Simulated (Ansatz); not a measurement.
# SnClF (SMILES [F][Sn][Cl]): levels of theory compared

We compute a comparison of 6 runs (BLYP/STO-3G, PBE/STO-3G, UPBE0/STO-3G, CCSD/STO-3G, UCCSD(T)/STO-3G, FCI/STO-3G) of SnClF. 

The results are computed with Ansatz 0.2.0.

59 further runs of the same task are left out: 12 that didn't finish, 47 set aside as unsound or not needed.

### 1 Starting point

SnClF: 3 atoms, total charge 0, spin state singlet. As SMILES, `[F][Sn][Cl]`. The Sn2–F1 distance was set to 4.838 Å, away from the relaxed value. At this shape a bond of the SMILES string is far longer than usual.

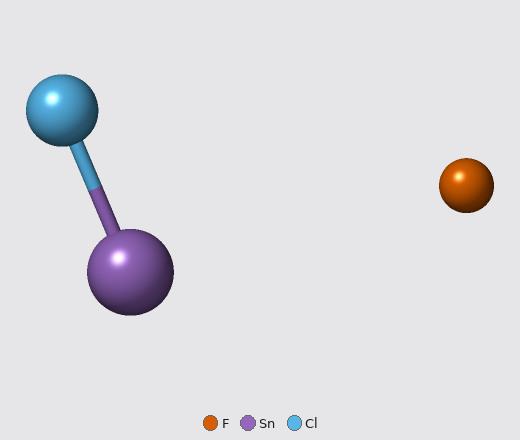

The structure, seen from a chosen angle (fluorine orange, tin purple, chlorine blue).

### 2 A single-point energy at BLYP/STO-3G (run 1)

molecule.yaml reads:

```yaml
crystal:
  periodic: [false, false, false]
  atoms:
    - symbol: F
      position_ang: [-3.720474, -0.789411, -2.147065]
    - symbol: Sn
      position_ang: [0.164300, 0.898100, 0.190700]
    - symbol: Cl
      position_ang: [1.214300, -1.186000, 0.540500]
basis:
  gaussian: {orbitals: STO-3G}
accuracy: high
hamiltonian: {xc: {name: BLYP}}
```

Started as:

```bash
$ ansatz run molecule.yaml --threads 1 --pin off --max-ram 2610MiB --events-out events.jsonl --progress --plain --runs-dir runs
```

Standard output:

```text
Warning: RAYON_NUM_THREADS=1 ignored (pool sized by the plan → 1); use --threads N
Functional definition: BLYP
  name "BLYP"
  parameter beta = 0.0042
  parameter a = 0.04918
  parameter b = 0.132
  parameter c = 0.2533
  parameter d = 0.349
  exchange = b88_x(beta = beta)
  correlation = lyp_c(a = a, b = b, c = c, d = d)
696 factors; integrals over basis functions are off by at most 2.6e-8 eV
mean field evaluation 1: about -177365.9712 eV, gradient 1.5e1 eV
mean field evaluation 2: about -177021.4817 eV, gradient 4.8e0 eV
mean field evaluation 4: about -177242.0277 eV, gradient 1.3e2 eV
mean field evaluation 8: about -177377.8578 eV, gradient 1.7e-1 eV
mean field evaluation 16: about -177377.8547 eV, gradient 5.2e-7 eV
mean field evaluation 32: about -177377.8147 eV, gradient 1.2e-2 eV
mean field evaluation 64: about -177377.8547 eV, gradient 2.7e-5 eV
mean field evaluation 96: about -177377.8493 eV, gradient 8.0e-1 eV
mean field evaluation 128: about -177377.8522 eV, gradient 8.9e-2 eV
mean field evaluation 160: about -177377.8520 eV, gradient 5.2e-1 eV
mean field -177377.85465510 eV, -6518.5159275467 hartree, gradient 9.5e-8 eV, S^2 0.000000; 4 other end points of the search recorded, 0 dependent functions left out
reference -177377.85469562 eV, -6518.5159290358 hartree; 38, 38 occupied and 3, 3 virtual orbitals, 696 factors
Total energy: -177377.85469562 eV, -6518.5159290358 hartree
```

It took 18 s on 1 thread of Arm Neoverse V1, shared host; peak memory 0.11 GiB.

### 3 A single-point energy at PBE/STO-3G (run 2)

in.yaml reads:

```yaml
crystal:
  periodic: [false, false, false]
  atoms:
    - {symbol: F, position_ang: [-3.720474, -0.789411, -2.147065]}
    - {symbol: Sn, position_ang: [0.164300, 0.898100, 0.190700]}
    - {symbol: Cl, position_ang: [1.214300, -1.186000, 0.540500]}
basis:
  gaussian:
    orbitals: STO-3G
accuracy: high
hamiltonian:
  xc: pbe
```

Started as:

```bash
$ ansatz run in.yaml --threads 1 --pin off --max-ram 2610MiB --events-out events.jsonl --progress --plain --runs-dir runs
```

Standard output, shortened:

```text
Warning: RAYON_NUM_THREADS=1 ignored (pool sized by the plan → 1); use --threads N
Functional definition: PBE
  name "PBE"
[...]
696 factors; integrals over basis functions are off by at most 2.6e-8 eV
[...]
mean field -177359.13818460 eV, -6517.8281099423 hartree, gradient 3.5e-8 eV, S^2 0.000000; 4 other end points of the search recorded, 0 dependent functions left out
reference -177359.13818641 eV, -6517.8281100089 hartree; 38, 38 occupied and 3, 3 virtual orbitals, 696 factors
Total energy: -177359.13818641 eV, -6517.8281100089 hartree
```

Wall time 19 s (1 thread of Arm Neoverse V1, shared host); peak memory 0.11 GiB.

Runs 3 to 5 aren't shown in full; the table further down has their settings and results.

### 4 A single-point energy at FCI/STO-3G (run 6)

in.yaml, as its differences from that of step 3:

```diff
@@ -10,3 +10,4 @@
 accuracy: high
-hamiltonian:
-  xc: pbe
+correlation:
+  method: fci
+  frozen_orbitals: {Cl: 5, F: 1, Sn: 18}
```

Started as:

```bash
$ ansatz run in.yaml --threads 1 --pin off --max-ram 2610MiB --events-out events.jsonl --progress --plain --runs-dir runs
```

Standard output, shortened:

```text
Warning: RAYON_NUM_THREADS=1 ignored (pool sized by the plan → 1); use --threads N
Functional definition: HF
  name "HF"
[...]
696 factors; integrals over basis functions are off by at most 2.6e-8 eV
[...]
mean field -177299.07687878 eV, -6515.6208976645 hartree, gradient 1.9e-8 eV, S^2 0.000000; 8 other end points of the search recorded, 0 dependent functions left out; unrestricted orbitals would lower it
[...]
unrestricted determinant -177306.25139199 eV, -6515.8845561621 hartree, S^2 1.0038
24 core orbitals not correlated: weight in the atoms' cores, before any rotation towards them, 1.000 or more for the frozen orbitals, at most 0.000 for the correlated occupied ones
reference -177299.07687878 eV, -6515.6208976645 hartree; 14, 14 occupied and 3, 3 virtual orbitals, 696 factors
state -177307.04268494 eV, -6515.9136356414 hartree
Total energy: -177307.04268494 eV, -6515.9136356414 hartree
```

Run time: 7.5 s. Hardware: 1 thread of Arm Neoverse V1, shared host; peak memory 0.21 GiB.

### 5 All runs side by side

```csv
run,level,frozen core orbitals,energy (Eh),wall time
1,BLYP/STO-3G,–,-6518.515929,18 s
2,PBE/STO-3G,–,-6517.828110,19 s
3,UPBE0/STO-3G,–,-6518.297294,73 s
4,CCSD/STO-3G,24,-6515.911567,3.3 s
5,UCCSD(T)/STO-3G,24,-6515.913457,18 s
6,FCI/STO-3G,24,-6515.913636,7.5 s
```

### 6 Outcome

| quantity | value |
| --- | --- |
| run 6: total energy | -6515.91364 Eh |
| run 6: correlation energy (24 core orbitals frozen) | -292.7 mEh |

Against full CI in this basis: CCSD +2.1 mEh; UCCSD(T) +0.2 mEh. Totals of different functionals can't be ranked against each other. In run 4 the T1 diagnostic is large, so a single reference may not serve. In run 4 the log says that unrestricted orbitals would lower the reference, so the values rest on an unstable closed-shell determinant (other closed-shell runs at this shape may share the fault). In runs 1, 2, 3, 4, 5, 6 the basis is minimal, so the values are rough. In runs 1, 2, 4 a closed-shell determinant meets a far-stretched bond, which it describes badly. In runs 1, 2, 3, 4, 5, 6 relativity is left out where basis or elements ask for it. Spin contamination of the reference: run 5 ⟨S²⟩ = 1.00, run 3 ⟨S²⟩ = 1.00. Where it is this large, the reference is a mixture of spin states, and values that rest on it are in doubt. All runs together took 2.3 min, the longest 73 s.
